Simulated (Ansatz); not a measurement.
# BaTiO3 (R3m): the dielectric response by several routes

How strongly does BaTiO3 (R3m) screen? Routes: perturbation theory, a sum over states and the RPA step of G0W0.

Method: linear response on LDA, plane waves, PAW, in Ansatz 0.2.0.

## 1. Starting point

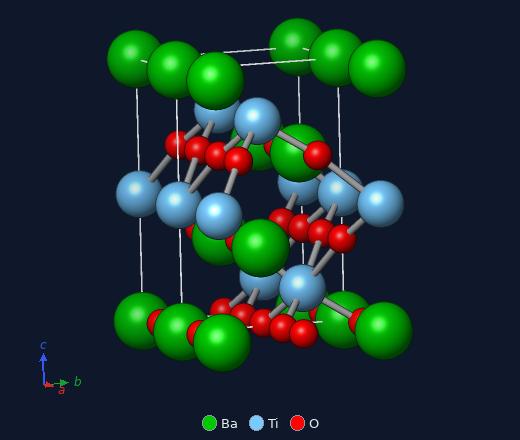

Start, viewed slightly off an axis; barium green, titanium blue, oxygen red. 2×1×1 cells are drawn. This picture shows the conventional cell, with its axes. Some periodic images of atoms are drawn too.

As a file:

```cif
data_structure
_symmetry_space_group_name_H-M 'P 1'
_symmetry_Int_Tables_number 1
_cell_length_a 4.0042
_cell_length_b 4.0042
_cell_length_c 4.0042
_cell_angle_alpha 89.837
_cell_angle_beta 89.837
_cell_angle_gamma 89.837
_cell_volume 64.20
loop_
_atom_site_label
_atom_site_type_symbol
_atom_site_fract_x
_atom_site_fract_y
_atom_site_fract_z
_atom_site_occupancy
Ba1 Ba 0.00000 0.00000 0.00000 1
Ti2 Ti 0.48450 0.48450 0.48450 1
O3 O 0.50860 0.50860 0.01750 1
O4 O 0.01750 0.50860 0.50860 1
O5 O 0.50860 0.01750 0.50860 1
```

The cell and positions come from the Crystallography Open Database and are kept as given unless a step says otherwise. Spin-orbit coupling is left out unless a step names it. The default PAW set here is soft_1. Its files were made with PBE; for other functionals the partial waves and projectors stay those of PBE.

## 2. Response to a homogeneous field

The response to a uniform field gives ε∞, a yardstick for the screening that GW builds on its mesh.

This step: dielectric response by perturbation theory, LDA, plane waves, PAW.

input.yaml reads:

```yaml
crystal:
  lattice:
    - [2.8273666084, 1.6323808724, 2.3183934932]
    - [-2.8273666084, 1.6323808724, 2.3183934932]
    - [0.0, -3.2647617449, 2.3183934932]
  atoms:
    - { symbol: Ba, position: [0.0, 0.0, 0.0] }
    - { symbol: Ti, position: [0.4845, 0.4845, 0.4845] }
    - { symbol: O, position: [0.5086, 0.5086, 0.0175] }
    - { symbol: O, position: [0.0175, 0.5086, 0.5086] }
    - { symbol: O, position: [0.5086, 0.0175, 0.5086] }
kpoints:
  mp_grid: { grid: [6, 6, 6] }
hamiltonian:
  xc: lda
  pseudopotentials: { kind: paw, azcp: { folder: "./paw" } }
scf:
  occupations: { method: fixed }
dielectric: {}
```

Launch:

```console
> ansatz run input.yaml --threads 3 --pin off --max-ram 92160MiB --backend cuda --events-out ev --progress --plain --runs-dir out --devices 1 --max-vram 13GiB
```

Numbers of over 12 decimals in the logs are rounded to 6 here.

Output:

```text
Warning: <dir> the record states the generating functional pbe (its physics header spells it `PBE`), which answers neither for hamiltonian.xc's functional nor for the lda family's — results may be inconsistent (PPs are generated against a specific XC)
Warning: <dir> the record states the generating functional pbe (its physics header spells it `PBE`), which answers neither for hamiltonian.xc's functional nor for the lda family's — results may be inconsistent (PPs are generated against a specific XC)
Warning: <dir> the record states the generating functional pbe (its physics header spells it `PBE`), which answers neither for hamiltonian.xc's functional nor for the lda family's — results may be inconsistent (PPs are generated against a specific XC)
GPUs: using 1 of 1 available (devices: 1).
Engine: ansatz 0.2.0, x86_64-unknown-linux-gnu
Pseudopotentials: kind: paw
Pseudopotential: Ba, paw, valence charge 10, recommended cutoff 420 eV (normal), <dir>
Pseudopotential: Ti, paw, valence charge 12, recommended cutoff 420 eV (normal), <dir>
Pseudopotential: O, paw, valence charge 6, recommended cutoff 420 eV (normal), <dir>
Functional definition: SPW92
  exchange = slater_x
  correlation = pw_c
device memory: the entry about to start is reckoned to put 2.0 GiB on a device that reports 53.3 GiB free (of which the cap on the GPU budget leaves the run 13.0 GiB)
GPU FFT provider: cuFFT
GPU libraries: cuBLAS 13.8.2, cuFFT 12.4.0, cuSOLVER 12.3.4
Crystal: 5 atoms, lattice volume = 64.201 Å³
Basis set: ecut = 420 eV, 1237 PW (Γ), exchange–correlation on 54×54×54 points (8 copies of the dense FFT grid, shifted against one another)
Bands: 25, of which v1, the nominal top of the filled ones, is band 20 counted from 1 (19 counted from 0)
Symmetry: 6 space group operations
k-points: 68 of 216 (irreducible under 2 space group operations, time reversal used)
Non-local potential: Ba, projectors of the file, l = 0: 3, l = 1: 2, l = 2: 2, l = 3: 2
Non-local potential: Ti, projectors of the file, l = 0: 3, l = 1: 2, l = 2: 3, l = 3: 1
Non-local potential: O, projectors of the file, l = 0: 2, l = 1: 2, l = 2: 1
PAW form: soft (Blöchl's): semilocal exchange-correlation on the pseudo side does not see the compensation charge
PAW frozen core: Ba, regenerated for the run's functional, and the local potential with it (the file was generated under x = pbe(κ = 0.804, μ = 0.219515), c = pbe(β = 0.066725))
PAW frozen core: Ti, regenerated for the run's functional, and the local potential with it (the file was generated under x = pbe(κ = 0.804, μ = 0.219515), c = pbe(β = 0.066725))
PAW frozen core: O, regenerated for the run's functional, and the local potential with it (the file was generated under x = pbe(κ = 0.804, μ = 0.219515), c = pbe(β = 0.066725))
PAW one-centre angular grid: Ba, 194 points (default); XC on 64 Gauss nodes
PAW one-centre angular grid: Ti, 590 points (default); XC on 64 Gauss nodes
PAW one-centre angular grid: O, 110 points (default); XC on 64 Gauss nodes
Initial density: superposition of atomic densities (chi_scale 0.1, normalization cell, long waves kept (reshape's long-wave potential 0.00 eV rms))
Initial wavefunctions: pseudopotential atomic-orbital guess
GPU buffer pool allocated for 19683 grid points (all kernels)
GPU transforms: local potential and band sums: pruned to the plane-wave sphere, on 27×27×27
Functional: x = slater, c = lda
SCF iter   1: F=—  HF=-9905.100324 eV  |F-HF|=—  |Δ(HF+E_count)|=         —  Δρ=5.59e-2  dr2=1.95e0  ethr=3.10e-3  ⟨swp⟩=4.8  Hψ=6610  notcnv=0  defer=133
preconditioner: auto → Resta (q_TF=auto, 2.521 Å⁻¹)  ε∞=5.9  [insulator: Δε(μ)=2.556 eV  Ē_g=11.517 eV  n_scr=18 (ndim 8)  ℏωp=25.4 eV  f_vac=0.000  ε∞_Penn≈5.9]
SCF iter   2: F=—  HF=-9904.696737 eV  |F-HF|=—  |Δ(HF+E_count)|=   4.04e-1  Δρ=2.35e-2  dr2=4.92e-1  ethr=3.10e-3  ⟨swp⟩=2.4  Hψ=3122  notcnv=0  defer=81
SCF iter   3: F=—  HF=-9904.627046 eV  |F-HF|=—  |Δ(HF+E_count)|=   6.97e-2  Δρ=1.80e-2  dr2=1.97e-1  ethr=1.23e-3  ⟨swp⟩=2.2  Hψ=2748  notcnv=0  defer=135
SCF iter   4: F=—  HF=-9904.593601 eV  |F-HF|=—  |Δ(HF+E_count)|=   3.34e-2  Δρ=6.76e-3  dr2=3.45e-2  ethr=4.92e-4  ⟨swp⟩=2.1  Hψ=2918  notcnv=0  defer=135
SCF iter   5: F=—  HF=-9904.586441 eV  |F-HF|=—  |Δ(HF+E_count)|=   7.16e-3  Δρ=1.61e-3  dr2=1.70e-3  ethr=8.62e-5  ⟨swp⟩=2.3  Hψ=2619  notcnv=0  defer=197
SCF iter   6: F=—  HF=-9904.586193 eV  |F-HF|=—  |Δ(HF+E_count)|=   2.48e-4  Δρ=2.88e-4  dr2=5.43e-5  ethr=4.26e-6  ⟨swp⟩=2.0  Hψ=2571  notcnv=0  defer=202
SCF iter   7: F=—  HF=-9904.586086 eV  |F-HF|=—  |Δ(HF+E_count)|=   1.07e-4  Δρ=4.19e-5  dr2=1.11e-6  ethr=1.36e-7  ⟨swp⟩=2.1  Hψ=2490  notcnv=0  defer=76
SCF iter   8: F=—  HF=-9904.586313 eV  |F-HF|=—  |Δ(HF+E_count)|=   2.27e-4  Δρ=4.09e-6  dr2=7.38e-9  ethr=2.79e-9  ⟨swp⟩=2.5  Hψ=2968  notcnv=0  defer=68
SCF iter   9: F=—  HF=-9904.586313 eV  |F-HF|=—  |Δ(HF+E_count)|=  2.07e-10  Δρ=1.68e-6  dr2=1.70e-9  ethr=1.85e-11  ⟨swp⟩=2.1  Hψ=2729  notcnv=0  defer=68
SCF iter  10: F=-9904.586313 eV  HF=-9904.586313 eV  |F-HF|=4.73e-11  |Δ(HF+E_count)|=  3.07e-10  Δρ=3.34e-7  dr2=6.76e-11  ethr=1.00e-12  ⟨swp⟩=6.9  Hψ=7567  notcnv=0
SCF 1 converged in 10 iterations: F = -9904.586313 eV  dr2 = 6.76e-11
  greatest PAW one-centre occupation: 0.998 electrons in one spin orbital (limit 2), on the Ti atom at site 1 (counted from 0), in its partial waves of l = 0
the response reads at least the filled bands of the reference SCF and the lowest empty band at each k-point, and that SCF's band table does not vouch for those bands. The notice of the band table in this run's record says why
device memory: the entry about to start is reckoned to put 0.3 GiB on a device that reports 53.3 GiB free (of which the cap on the GPU budget leaves the run 13.0 GiB)
NSCF: frozen V_eff on 1 k-points
device memory: the entry about to start is reckoned to put 0.3 GiB on a device that reports 53.3 GiB free (of which the cap on the GPU budget leaves the run 13.0 GiB)
NSCF: frozen V_eff on 1 k-points
device memory: the entry about to start is reckoned to put 0.3 GiB on a device that reports 53.3 GiB free (of which the cap on the GPU budget leaves the run 13.0 GiB)
NSCF: frozen V_eff on 1 k-points
device memory: the entry about to start is reckoned to put 0.3 GiB on a device that reports 53.2 GiB free (of which the cap on the GPU budget leaves the run 13.0 GiB)
NSCF: frozen V_eff on 1 k-points
device memory: the entry about to start is reckoned to put 0.3 GiB on a device that reports 53.2 GiB free (of which the cap on the GPU budget leaves the run 13.0 GiB)
NSCF: frozen V_eff on 1 k-points
device memory: the entry about to start is reckoned to put 0.1 GiB on a device that reports 53.3 GiB free (of which the cap on the GPU budget leaves the run 13.0 GiB)
device memory: the entry about to start is reckoned to put 0.9 GiB on a device that reports 53.2 GiB free (of which the cap on the GPU budget leaves the run 13.0 GiB)
DFPT response loops at Γ: preconditioner auto → none (the input reference at scf.mixing.eps_inf says where Resta's filter doesn't serve); β = 0.50; Broyden in place of MSR1
── the response to a field inside a basis, on 6×6×6 k-points: an SCF that follows is theirs, and a resumed run solves both again ──
device memory: the entry about to start is reckoned to put 0.2 GiB on a device that reports 49.3 GiB free (of which the cap on the GPU budget leaves the run 13.0 GiB)
GPU FFT provider: cuFFT
GPU libraries: cuBLAS 13.8.2, cuFFT 12.4.0, cuSOLVER 12.3.4
Bands: 21, of which v1, the nominal top of the filled ones, is band 20 counted from 1 (19 counted from 0)
k-points: 28 of 216 (time reversal used)
Initial density: handed on by an earlier stage of this run
Initial wavefunctions: pseudopotential atomic-orbital guess (no wavefunctions were taken with the density)
GPU buffer pool allocated for 19683 grid points (all kernels)
GPU transforms: band sums: pruned to the plane-wave sphere, on 27×27×27
Eigensolver: Dense (28 Hₖ)
SCF iter   1: F=—  HF=-9904.583018 eV  |F-HF|=—  |Δ(HF+E_count)|=         —  Δρ=4.81e-4  dr2=3.00e-5  ethr=1.00e-1
preconditioner: auto → Resta (q_TF=auto, 2.521 Å⁻¹)  ε∞=7.0  [insulator: Δε(μ)=2.540 eV  Ē_g=10.746 eV  n_scr=18 (ndim 8)  ℏωp=26.2 eV  f_vac=0.000  ε∞_Penn≈7.0]
SCF iter   2: F=—  HF=-9904.583011 eV  |F-HF|=—  |Δ(HF+E_count)|=   6.37e-6  Δρ=2.15e-4  dr2=1.36e-5  ethr=7.51e-8
SCF iter   3: F=—  HF=-9904.583010 eV  |F-HF|=—  |Δ(HF+E_count)|=   1.64e-6  Δρ=1.25e-4  dr2=3.19e-6  ethr=3.40e-8
SCF iter   4: F=—  HF=-9904.583009 eV  |F-HF|=—  |Δ(HF+E_count)|=   5.98e-7  Δρ=1.65e-5  dr2=1.05e-7  ethr=7.98e-9
SCF iter   5: F=-9904.583009 eV  HF=-9904.583009 eV  |F-HF|=3.98e-9  |Δ(HF+E_count)|=   2.37e-8  Δρ=2.92e-6  dr2=6.61e-9  ethr=2.63e-10
SCF 1 converged in 5 iterations: F = -9904.583009 eV  dr2 = 6.61e-9
device memory: the entry about to start is reckoned to put 0.1 GiB on a device that reports 42.4 GiB free (of which the cap on the GPU budget leaves the run 12.9 GiB)
device memory: the entry about to start is reckoned to put 1.3 GiB on a device that reports 40.3 GiB free (of which the cap on the GPU budget leaves the run 12.9 GiB)
DFPT response loops at Γ: mixed as the last ones told, above
SCF converged after 10 iterations
Free energy (F): -9904.586313 eV
Harris-Foulkes:  -9904.586313 eV  (|F-HF|=4.73e-11)
Internal energy: -9904.586313 eV  (E = F + TS)
E sigma→0 (E₀):  -9904.586313 eV
Fermi energy:    9.817816 eV
--- Per-component energies (eV) ---
  E_band       = -151.078299
  E_kinetic    = 942.926587
  E_local      = -2203.251078  (includes V_loc(G=0)·N_el)
  E_nonlocal   = 320.900815
  E_hartree    = 842.717031
  E_xc         = -526.080477
  E_vxc        = -549.311051  (∫ρ·V_xc dr)
  E_paw        = -6473.486984  (= ΣΔE_a)
  E_vpaw       = -347.779894  (= ΣTr[D̂ρ^β])
  E_aug_tail   = 0.002241  (compensation charges beyond the density's cutoff)
  E_ewald      = -2809.213684
  E_core_change = 0.899235  (= ΣΔE_core)
  E_smearing   = -0.000000  (= −TS)
  E_closure    = 0.000000  (closes the sum)
  Σ components = -9904.586313   (vs F -9904.586313, Δ=0.00e0)
--- Band table (eV; the first three rows and the last of 68) ---
  k-point 0: bands = [... 16 lower, 8.7189, 9.3230, 9.4667, 9.4667, 12.1727, 12.1727, 12.3277, 14.3948, ... 1 higher]
  k-point 1: bands = [... 16 lower, 8.5492, 8.9131, 9.3462, 9.3604, 12.2228, 12.5572, 12.5835, 14.3912, ... 1 higher]
  k-point 2: bands = [... 16 lower, 8.2469, 8.3614, 9.0309, 9.1278, 12.2965, 13.2441, 13.3393, 14.3766, ... 1 higher]
  k-point 67: bands = [... 16 lower, 7.5311, 9.8032, 9.8032, 9.8178, 14.1729, 14.3220, 14.3220, 16.4734, ... 1 higher]
--- Dielectric response (ions clamped): 3 representative field directions + reference, inside a basis on a mesh of 216 k-points (Σ response iterations 21) ---
  ε∞ (high-frequency dielectric tensor):
        6.056990     0.000000     0.000000
        0.000000     6.056990     0.000000
        0.000000     0.000000     5.558769
  Born effective charges Z* (e; rows j = field, columns β = displacement):
    site 0:
         2.79572    0.00000    0.00000
         0.00000    2.79572    0.00000
         0.00000    0.00000    2.75323
    site 1:
         6.49035    0.00000    0.00000
         0.00000    6.49035    0.00000
         0.00000    0.00000    5.47942
    site 2:
        -1.96860   -0.00000   -0.00000
        -0.00000   -4.22211    1.42746
        -0.00000    1.21270   -2.74421
    site 3:
        -3.65874   -0.97580   -1.23622
        -0.97580   -2.53198   -0.71373
        -1.05023   -0.60635   -2.74421
    site 4:
        -3.65874    0.97580    1.23622
         0.97580   -2.53198   -0.71373
         1.05023   -0.60635   -2.74421
  Z* charge neutrality: 3.349e-3 e pre-enforcement
  solved inside a basis spanned on kpoints, on 6×6×6 k-points, its susceptibility summed on 10×10×10: ε∞ is read to err by 1.6e-2, Z* by 4.9e-2 e (field_mesh: kpoints solves on kpoints); Z* is corrected for what the basis lacks
```

The job ended after 54 s (1 × NVIDIA H100 80GB HBM3 (shared by 6 runs) with 3 threads of AMD EPYC 7R13 (Zen 3), shared host; peak memory 1.4 GiB).

Reading the cycles: dr2 is the Hartree energy of the density residual (eV), the measure of convergence; HF is the Harris–Foulkes estimate of the energy, which meets the free energy F at convergence.

This step gave:

```yaml
stated_error_of_eps_infinity: 0.016
```

One over ε∞ averages 0.17, somewhat under the quarter of exact exchange in PBE0.

High-frequency dielectric tensor:

```
6.06 0.00 0.00
0.00 6.06 0.00
0.00 0.00 5.56
```

Born effective charge (e), principal values of the symmetric part by kind of site:

```csv
atom,atoms with these values,low,middle,high,mean
Ba1,1,2.75,2.80,2.80,2.78
Ti2,1,5.48,6.49,6.49,6.15
O3,3,-5.00,-1.97,-1.97,-2.98
```

In full for Ti2:

```
6.49 0.00 0.00
0.00 6.49 0.00
0.00 0.00 5.48
```

## 3. Independent-particle spectrum

The independent-particle spectrum shows where the oscillator strength lies, before excitons and local fields.

This step: independent-particle optics on LDA, plane waves, PAW.

input.yaml: that of step 2 with these lines changed.

```diff
@@ -18,2 +18,4 @@
   occupations: { method: fixed }
-dielectric: {}
+  n_extra_bands: 44
+output:
+  optics: { e_range: [0, 25], de: 0.1, sigma: 0.2 }
```

Output:

```text
[...]
GPUs: using 1 of 1 available (devices: 1).
[...]
GPU FFT provider: cuFFT
GPU libraries: cuBLAS 13.8.2, cuFFT 12.4.0, cuSOLVER 12.3.4
Crystal: 5 atoms, lattice volume = 64.201 Å³
Basis set: ecut = 420 eV, 1237 PW (Γ)
Bands: 64, of which v1, the nominal top of the filled ones, is band 20 counted from 1 (19 counted from 0)
Symmetry: 6 space group operations
[...]
k-points: 32 of 216 (time reversal used)
[...]
GPU buffer pool allocated for 19683 grid points (all kernels)
[...]
SCF iter   1: F=—  HF=-9905.100950 eV  |F-HF|=—  |Δ(HF+E_count)|=         —  Δρ=5.59e-2  dr2=1.95e0  ethr=3.10e-3  ⟨swp⟩=4.8  Hψ=7509  notcnv=0  defer=1240
[...]
SCF iter  11: F=-9904.586312 eV  HF=-9904.586312 eV  |F-HF|=1.09e-11  |Δ(HF+E_count)|=  7.28e-12  Δρ=1.06e-7  dr2=7.80e-12  ethr=1.00e-12  ⟨swp⟩=11.2  Hψ=15559  notcnv=0
SCF 1 converged in 11 iterations: F = -9904.586312 eV  dr2 = 7.80e-12
[...]
Optics k sum: 0 of 32 k-points
Optics k sum: 2 of 32 k-points
[...]
Optics k sum: 32 of 32 k-points
[...]
SCF converged after 11 iterations
Free energy (F): -9904.586312 eV
[...]
Internal energy: -9904.586312 eV  (E = F + TS)
E sigma→0 (E₀):  -9904.586312 eV
Fermi energy:    9.817815 eV
[...]
--- Band table (eV; the first three rows and the last of 32) ---
  k-point 0: bands = [... 16 lower, 8.7189, 9.3230, 9.4667, 9.4667, 12.1727, 12.1727, 12.3277, 14.3948, ... 40 higher]
  k-point 1: bands = [... 16 lower, 8.5492, 8.9131, 9.3462, 9.3604, 12.2228, 12.5572, 12.5835, 14.3912, ... 40 higher]
  k-point 2: bands = [... 16 lower, 8.2469, 8.3614, 9.0308, 9.1278, 12.2965, 13.2441, 13.3393, 14.3766, ... 40 higher]
  k-point 31: bands = [... 16 lower, 7.5311, 9.8032, 9.8032, 9.8178, 14.1729, 14.3220, 14.3220, 16.4734, ... 40 higher]
```

Wall time 64 s (1 × NVIDIA H100 80GB HBM3 (shared by 6 runs) with 3 threads); peak memory 1.5 GiB; 1.8 min of CPU time.

This step gave:

| Item | Value |
| --- | --- |
| ε∞ without local fields (xx, yy, zz) | 6.455, 6.455, 6.022 |
| electrons in the f-sum (xx, yy, zz) | 27.88, 27.88, 27.85 |
| bands in the explicit sum (the static value is completed to all bands) | 64 |

The sum gives ε∞ = 6.45 and 6.02 without local fields.

The ε₂ has structure finer than the step of the table below, so its rows give means over 2 eV, whole bins alone (the curve runs from 0 to 25 eV). Peaks (eV: height): xx=yy 4.4: 10.7, 8.7: 5.49, 18.8: 4.73; zz 4.4: 8.41, 7.0: 5.08, 8.8: 5.44, 18.8: 4.87.

Independent particles, no local fields, Gaussian width 0.2 eV. ε₂ against photon energy; means over each step:

```csv
photon energy (eV),xx=yy,zz
2,0.229,0.162
4,6.65,5.24
6,3.64,3.83
8,4.85,4.76
10,4.27,4.36
12,2.42,2.37
14,0.845,0.856
16,1.47,1.51
18,3.70,3.74
20,2.42,2.45
22,1.35,1.35
24,0.641,0.626
```

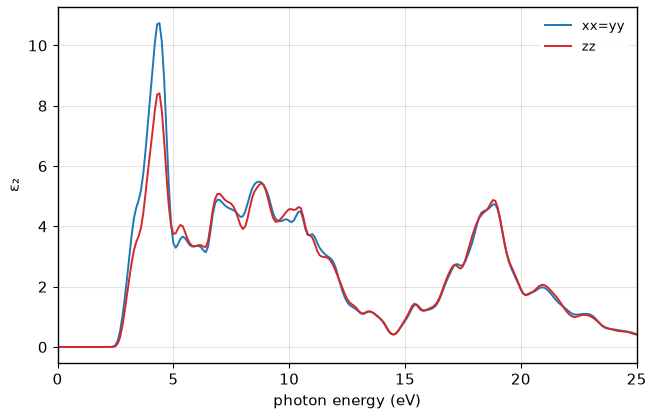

ε₂, plotted against photon energy.

(Part 1 of 2 ends here.)

[Paths, hosts, dates, memory and timing lines, banners, echoed tables and standing remarks are left out of the program output.]

[Logs are printed without paths, hosts, clocks, repeated set-up lines and the standing remarks that a program may print on its own settings, such as how far it seeks lower states.]

[Runs of the session that timed out or met a known fault of the program may be left out.]

[Cells called generated may have been cut or substituted from an entry of the Crystallography Open Database or the Materials Project.]

[Hosts, paths, dates, database ids (printed as entryN), source tags and the programs' standing remarks are cut or masked in the printed files.]
